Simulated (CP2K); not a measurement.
**A workflow on B2NH4Cl (SMILES NBBCl)**

We compute a structure relaxation (singlet B2NH4Cl, GFN2-xTB), then energy and gradient (triplet B2NH4Cl, GFN2-xTB), then a geometry optimisation (triplet B2NH4Cl, GFN2-xTB), then energy and gradient (singlet B2NH4Cl, GFN2-xTB) of B2ClH4N. 

The results are computed with CP2K 2026.2.

1 further run of the same task is left out (it didn't finish).

## 1. The system as given

The species is B2NH4Cl (8 atoms), meant as a singlet with charge 0. As SMILES, `NBBCl`. The coordinates come from a GFN2-xTB relaxation. This is one conformer, not always the lowest. The run starts from this shape.

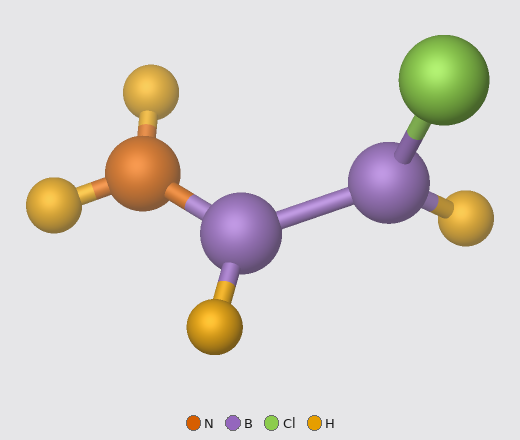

The structure, seen from a chosen angle (nitrogen orange, boron purple, chlorine green, hydrogen amber).

## 2. A geometry optimisation at GFN2-xTB (run 1)

Contents of qs.inp:

```
&GLOBAL
  PROJECT qs
  RUN_TYPE GEO_OPT
  PRINT_LEVEL LOW
&END GLOBAL
&MOTION
  &GEO_OPT
    OPTIMIZER LBFGS
    MAX_ITER 100
    MAX_FORCE 4.5E-04
    RMS_FORCE 3.0E-04
  &END GEO_OPT
  &PRINT
    &TRAJECTORY
      &EACH
        GEO_OPT 1
      &END EACH
    &END TRAJECTORY
    &FORCES ON
      &EACH
        GEO_OPT 1
      &END EACH
    &END FORCES
    &RESTART OFF
    &END RESTART
    &RESTART_HISTORY OFF
    &END RESTART_HISTORY
  &END PRINT
&END MOTION
&FORCE_EVAL
  METHOD QUICKSTEP
  &DFT
    &QS
      METHOD XTB
      EPS_DEFAULT 1.0E-10
      &XTB
        GFN_TYPE TBLITE
        &TBLITE
          METHOD GFN2
        &END TBLITE
        CHECK_ATOMIC_CHARGES F
      &END XTB
    &END QS
    &POISSON
      PERIODIC NONE
      POISSON_SOLVER ANALYTIC
    &END POISSON
    &SCF
      SCF_GUESS ATOMIC
      EPS_SCF 1.0E-06
      MAX_SCF 150
      ADDED_MOS 4
      &DIAGONALIZATION
        ALGORITHM STANDARD
      &END DIAGONALIZATION
      &MIXING
        METHOD DIRECT_P_MIXING
        ALPHA 0.4
      &END MIXING
      &SMEAR ON
        METHOD FERMI_DIRAC
        ELECTRONIC_TEMPERATURE [K] 300
      &END SMEAR
    &END SCF
    &PRINT
      &MOMENTS
        PERIODIC F
        REFERENCE COM
        MAX_MOMENT 1
      &END MOMENTS
      &MULLIKEN OFF
      &END MULLIKEN
      &HIRSHFELD OFF
      &END HIRSHFELD
    &END PRINT
  &END DFT
  &SUBSYS
    &CELL
      ABC 11.9 11.8 11.1
      PERIODIC NONE
    &END CELL
    &COORD
      N      0.819700     0.828480     0.721530
      B      0.253870     0.274990    -0.412700
      B     -0.794980    -1.024820    -0.411170
      Cl    -2.484420    -0.833070    -0.240220
      H      1.455950     1.609070     0.707580
      H      0.637320     0.506870     1.658540
      H      0.569610     0.780820    -1.431960
      H     -0.457030    -2.142340    -0.591600
    &END COORD
    &TOPOLOGY
      &CENTER_COORDINATES
      &END CENTER_COORDINATES
    &END TOPOLOGY
  &END SUBSYS
&END FORCE_EVAL
```

Command:

```sh
$ OMP_NUM_THREADS=1 cp2k.psmp qs.inp > qs.out
```

The log of the run:

```text
CP2K| version string:                                       CP2K version 2026.2
[...]
 GLOBAL| Method name                                                        CP2K
[...]
 GLOBAL| Run type                                                        GEO_OPT
[...]
                             - Atoms:                                          8
[...]
                             - Spherical basis functions:                     25
[...]
 Number of electrons:                                                         22
[...]
  *** SCF run converged in    18 steps ***
[...]
 ENERGY| Total FORCE_EVAL ( QS ) energy [hartree]            -12.011838008206565
[...]
 OPT| Step number                                                              1
[...]
 OPT| Total energy [hartree]                                      -12.0118387491
[...]
 ***                    GEOMETRY OPTIMIZATION COMPLETED                      ***
[...]
  *** SCF run converged in     1 steps ***
[...]
  Fermi energy:                                                -0.27914525153210
[...]
 TB_DIPOLE| Moment [Debye]          2.46721153       0.98259879       1.12364737
 TB_DIPOLE| Derivative [a.u.]       0.00000000       0.00000000       0.00000000
 ENERGY| Total FORCE_EVAL ( QS ) energy [hartree]            -12.011838749051016
[...]
```

Wall time 0.57 s (1 thread of Arm Neoverse N1, shared host); peak memory 0.14 GiB.

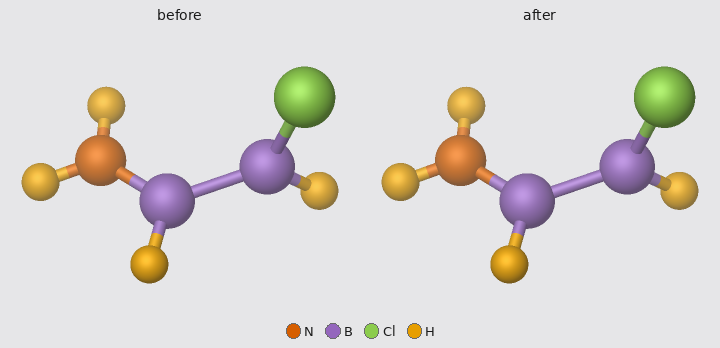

Before and after, at one scale.

After the run. Bond lengths: N1–B2 1.383 Å, B2–B3 1.670 Å, B3–Cl4 1.709 Å, N1–H5 1.007 Å, N1–H6 1.007 Å, B2–H7 1.182 Å, B3–H8 1.182 Å. Angles: N1–B2–B3 124.6°, B2–B3–Cl4 122.3°, N1–B2–H7 115.3°, B3–B2–H7 120.1°, B2–N1–H5 123.9°, B2–N1–H6 124.1°, B2–B3–H8 123.8°, Cl4–B3–H8 113.8°, H5–N1–H6 112.0°.

## 3. The triplet: energy and forces at GFN2-xTB (run 2)

Contents of run.inp:

```
&GLOBAL
  PROJECT run
  RUN_TYPE ENERGY_FORCE
  PRINT_LEVEL MEDIUM
&END GLOBAL

&FORCE_EVAL
  METHOD QUICKSTEP
  &DFT
    CHARGE 0
    MULTIPLICITY 3
    LSD T
    &QS
      METHOD XTB
      EPS_DEFAULT 1.0E-10
      &XTB
        GFN_TYPE TBLITE
        &TBLITE
          METHOD GFN2
        &END TBLITE
        CHECK_ATOMIC_CHARGES F
      &END XTB
    &END QS
    &POISSON
      PERIODIC NONE
      POISSON_SOLVER ANALYTIC
    &END POISSON
    &SCF
      SCF_GUESS ATOMIC
      EPS_SCF 1.0E-06
      MAX_SCF 150
      ADDED_MOS 4
      &DIAGONALIZATION
        ALGORITHM STANDARD
      &END DIAGONALIZATION
      &MIXING
        METHOD DIRECT_P_MIXING
        ALPHA 0.4
      &END MIXING
    &END SCF
    &PRINT
      &MOMENTS
        PERIODIC F
        REFERENCE COM
        MAX_MOMENT 1
      &END MOMENTS
      &MO ON
        ENERGIES T
        OCCUPATION_NUMBERS T
        NDIGITS 6
        &EACH
          QS_SCF 0
        &END EACH
        ADD_LAST NUMERIC
      &END MO
      &HIRSHFELD OFF
      &END HIRSHFELD
    &END PRINT
  &END DFT
  &SUBSYS
    &CELL
      ABC [angstrom] 11.9 11.8 11.1
      PERIODIC NONE
    &END CELL
    &COORD
      N      7.283734     6.995101     6.158601
      B      6.717953     6.441399     5.024294
      B      5.669158     5.142401     5.025371
      Cl     3.979761     5.333591     5.196565
      H      7.920310     7.775816     6.144358
      H      7.101658     6.673490     7.094846
      H      7.033931     6.947532     4.004494
      H      6.007397     4.023750     4.845152
    &END COORD
    &TOPOLOGY
      &CENTER_COORDINATES
      &END CENTER_COORDINATES
    &END TOPOLOGY
  &END SUBSYS
  &PRINT
    &FORCES ON
    &END FORCES
  &END PRINT
&END FORCE_EVAL
```

Command:

```sh
$ OMP_NUM_THREADS=1 cp2k.psmp -i run.inp > run.out 2>&1
```

The log of the run:

```text
CP2K| version string:                                       CP2K version 2026.2
[...]
 GLOBAL| Method name                                                        CP2K
[...]
 GLOBAL| Run type                                                   ENERGY_FORCE
[...]
                             - Atoms:                                          8
[...]
                             - Spherical basis functions:                     25
[...]
 Number of electrons:                                                         12
[...]
  *** SCF run converged in    18 steps ***
[...]
  Fermi energy:                                                -0.27914526105100
[...]
 TB_DIPOLE| Moment [Debye]          2.46720994       0.98260123       1.12365247
 TB_DIPOLE| Derivative [a.u.]       0.00000000       0.00000000       0.00000000
[...]
 ENERGY| Total FORCE_EVAL ( QS ) energy [hartree]            -12.011838748642603
 FORCES| Atomic forces [hartree/bohr]
 FORCES|   Atom     x               y               z               |f|
 FORCES|      1  6.57252216E-05  3.06926091E-04 -3.71819146E-04   4.86593164E-04
 FORCES|      2  6.63783918E-05  1.20234060E-04  4.75248843E-05   1.45330433E-04
 FORCES|      3 -4.32410013E-05 -1.10604161E-04 -1.53378369E-04   1.93979351E-04
 FORCES|      4 -4.60602636E-05  3.59379579E-05  4.90890874E-05   7.63074256E-05
 FORCES|      5 -5.72254289E-05 -1.05321495E-04  6.95166794E-05   1.38563832E-04
 FORCES|      6 -2.37550507E-05 -1.89094593E-04  2.48693183E-04   3.13319911E-04
 FORCES|      7  3.99558154E-06 -5.08729060E-05  2.57462499E-05   5.71566849E-05
 FORCES|      8  3.41825495E-05 -7.20495332E-06  8.46274309E-05   9.15541376E-05
 FORCES| Sum    -4.63903005E-17  9.73749076E-18  5.89941507E-17
 FORCES| Total atomic force                                       7.56781905E-17
[...]
```

Run time: 0.5 s. Hardware: 1 thread of Arm Neoverse N1, shared host; peak memory 0.14 GiB.

## 4. The triplet: a geometry optimisation at GFN2-xTB (run 3)

Contents of qs.inp:

```
&GLOBAL
    PROJECT qs
    RUN_TYPE GEO_OPT
    PRINT_LEVEL LOW
&END
&FORCE_EVAL
    METHOD QUICKSTEP
    &DFT
        MULTIPLICITY 3
        UKS T
        ! Quickstep
        &QS
            METHOD XTB
            EPS_DEFAULT 1.0E-10
            &XTB
                GFN_TYPE TBLITE
                &TBLITE
                    METHOD GFN2
                &END
                CHECK_ATOMIC_CHARGES F
            &END
        &END
        ! no periodic images
        &POISSON
            PERIODIC NONE
            POISSON_SOLVER ANALYTIC
        &END
        &SCF
            SCF_GUESS ATOMIC
            EPS_SCF 1.0E-06
            MAX_SCF 150
            ADDED_MOS 4
            &DIAGONALIZATION
                ALGORITHM STANDARD
            &END
            &MIXING
                METHOD DIRECT_P_MIXING
                ALPHA 0.4
            &END
        &END
        &PRINT
            &MOMENTS
                PERIODIC F
                REFERENCE COM
                MAX_MOMENT 1
            &END
            &MULLIKEN OFF
            &END
            &HIRSHFELD OFF
            &END
        &END
    &END
    ! structure
    &SUBSYS
        ! box in angstrom
        &CELL
            ABC 11.9 11.8 11.1
            PERIODIC NONE
        &END
        &COORD
            N      7.283734     6.995101     6.158601
            B      6.717953     6.441399     5.024294
            B      5.669158     5.142401     5.025371
            Cl     3.979761     5.333591     5.196565
            H      7.920310     7.775816     6.144358
            H      7.101658     6.673490     7.094846
            H      7.033931     6.947532     4.004494
            H      6.007397     4.023750     4.845152
        &END
        &TOPOLOGY
            &CENTER_COORDINATES
            &END
        &END
    &END
&END
! ionic moves
&MOTION
    &GEO_OPT
        OPTIMIZER LBFGS
        MAX_ITER 100
        MAX_FORCE 4.5E-04
        RMS_FORCE 3.0E-04
    &END
    ! extra output
    &PRINT
        &TRAJECTORY
            &EACH
                GEO_OPT 1
            &END
        &END
        &FORCES ON
            &EACH
                GEO_OPT 1
            &END
        &END
        &RESTART OFF
        &END
        &RESTART_HISTORY OFF
        &END
    &END
&END
```

Command:

```sh
$ OMP_NUM_THREADS=1 cp2k.psmp -i qs.inp > qs.out 2>&1
```

The log of the run:

```text
CP2K| version string:                                       CP2K version 2026.2
[...]
 GLOBAL| Method name                                                        CP2K
[...]
 GLOBAL| Run type                                                        GEO_OPT
[...]
                             - Atoms:                                          8
[...]
                             - Spherical basis functions:                     25
[...]
 Number of electrons:                                                         12
[...]
  *** SCF run converged in    18 steps ***
[...]
 ENERGY| Total FORCE_EVAL ( QS ) energy [hartree]            -12.011838748642603
[...]
 OPT| Step number                                                              1
[...]
 OPT| Total energy [hartree]                                      -12.0118389960
[...]
 ***                    GEOMETRY OPTIMIZATION COMPLETED                      ***
[...]
  *** SCF run converged in     2 steps ***
[...]
  Fermi energy:                                                -0.27761007617412
[...]
 TB_DIPOLE| Moment [Debye]          2.46780552       0.98261241       1.12387775
 TB_DIPOLE| Derivative [a.u.]       0.00000000       0.00000000       0.00000000
 ENERGY| Total FORCE_EVAL ( QS ) energy [hartree]            -12.011838995982608
[...]
```

Wall time 0.71 s (1 thread of Arm Neoverse N1, shared host); peak memory 0.14 GiB.

## 5. Energy and gradient at GFN2-xTB (run 4)

Contents of job.inp:

```
&GLOBAL
   PROJECT_NAME job
   RUN_TYPE ENERGY_FORCE
   PRINT_LEVEL MEDIUM
&END GLOBAL

&FORCE_EVAL
   METHOD Quickstep
   &DFT
      CHARGE 0
      MULTIPLICITY 1
      &QS
         METHOD XTB
         EPS_DEFAULT 1.0E-10
         &XTB
            GFN_TYPE TBLITE
            &TBLITE
               METHOD GFN2
            &END TBLITE
            CHECK_ATOMIC_CHARGES F
         &END XTB
      &END QS
      &POISSON
         PERIODIC NONE
         POISSON_SOLVER ANALYTIC
      &END POISSON
      &SCF
         SCF_GUESS ATOMIC
         EPS_SCF 1.0E-06
         MAX_SCF 150
         ADDED_MOS 4
         &DIAGONALIZATION
            ALGORITHM STANDARD
         &END DIAGONALIZATION
         &MIXING
            METHOD DIRECT_P_MIXING
            ALPHA 0.4
         &END MIXING
         &SMEAR ON
            METHOD FERMI_DIRAC
            ELECTRONIC_TEMPERATURE [K] 300
         &END SMEAR
      &END SCF
      &PRINT
         &MOMENTS
            PERIODIC F
            REFERENCE COM
            MAX_MOMENT 1
         &END MOMENTS
         &MO ON
            ENERGIES T
            OCCUPATION_NUMBERS T
            NDIGITS 6
            &EACH
               QS_SCF 0
            &END EACH
            ADD_LAST NUMERIC
         &END MO
         &HIRSHFELD OFF
         &END HIRSHFELD
      &END PRINT
   &END DFT
   &SUBSYS
      &CELL
         ABC [angstrom] 11.9 11.8 11.1
         PERIODIC NONE
      &END CELL
      &COORD
         N      7.283744     6.995533     6.158671
         B      6.717964     6.441700     5.024657
         B      5.669092     5.142541     5.025594
         Cl     3.979693     5.333833     5.196929
         H      7.920234     7.775959     6.144737
         H      7.101606     6.673575     7.095350
         H      7.033898     6.947713     4.004842
         H      6.007385     4.023962     4.845541
      &END COORD
      &TOPOLOGY
         &CENTER_COORDINATES
         &END CENTER_COORDINATES
      &END TOPOLOGY
   &END SUBSYS
   &PRINT
      &FORCES ON
      &END FORCES
   &END PRINT
&END FORCE_EVAL
```

Command:

```sh
$ OMP_NUM_THREADS=1 cp2k.psmp -i job.inp -o job.out
```

The log of the run:

```text
CP2K| version string:                                       CP2K version 2026.2
[...]
 GLOBAL| Method name                                                        CP2K
[...]
 GLOBAL| Run type                                                   ENERGY_FORCE
[...]
                             - Atoms:                                          8
[...]
                             - Spherical basis functions:                     25
[...]
 Number of electrons:                                                         22
[...]
  *** SCF run converged in    18 steps ***
[...]
  Fermi energy:                                                -0.27913910802475
[...]
 TB_DIPOLE| Moment [Debye]          2.46780585       0.98261382       1.12387795
 TB_DIPOLE| Derivative [a.u.]       0.00000000       0.00000000       0.00000000
[...]
 ENERGY| Total FORCE_EVAL ( QS ) energy [hartree]            -12.011838995876323
 FORCES| Atomic forces [hartree/bohr]
 FORCES|   Atom     x               y               z               |f|
 FORCES|      1 -1.06865474E-04  2.34840199E-05  1.63601226E-04   1.96817402E-04
 FORCES|      2 -1.05119187E-05  3.55228320E-05 -7.27031389E-05   8.15972942E-05
 FORCES|      3 -2.51446423E-05 -3.80486728E-05 -1.20233488E-04   1.28592558E-04
 FORCES|      4 -3.54188586E-05  2.96133411E-05  4.24653173E-05   6.27275752E-05
 FORCES|      5  8.12288470E-05  7.12639926E-05  4.86923982E-05   1.18522706E-04
 FORCES|      6  5.25722361E-05 -4.88104852E-05 -1.31634075E-04   1.49912752E-04
 FORCES|      7  8.52604576E-06 -3.84278275E-05 -3.28008888E-06   3.94987387E-05
 FORCES|      8  3.56137644E-05 -3.45972002E-05  7.30918489E-05   8.83613312E-05
 FORCES| Sum     2.29986386E-16  1.00390345E-16  3.55753838E-17
 FORCES| Total atomic force                                       2.53451311E-16
[...]
```

Run time: 0.47 s. Hardware: 1 thread of Arm Neoverse N1, shared host; peak memory 0.14 GiB.

## 6. What came out

| quantity | value |
| --- | --- |
| run 1, GFN2-xTB: total energy at the end | -12.01184 Eh |
| run 1, GFN2-xTB: dipole moment (from atomic charges alone) | 2.88 D |
| run 4, GFN2-xTB: HOMO energy | -10.00 eV |
| run 4, GFN2-xTB: LUMO energy | -6.70 eV |
| run 4, GFN2-xTB: HOMO–LUMO gap | 3.30 eV |
| run 4, GFN2-xTB: largest force on an atom | 0.010 eV/Å |
| triplet, run 2 | no result (the spin typed was ignored) |
| triplet, run 3 | no result (the spin typed was ignored) |

In words: The dipole (run 1, GFN2-xTB) comes from point charges on the atoms alone, without atomic dipoles, so it is partial. The optimisation (run 1, GFN2-xTB) took 1 steps and changed the energy by -0.000 eV. The dipole (run 4, GFN2-xTB) comes from point charges on the atoms alone, without atomic dipoles, so it is partial. 2 of the 4 runs ended normally but are set aside, since settings or state are in doubt.
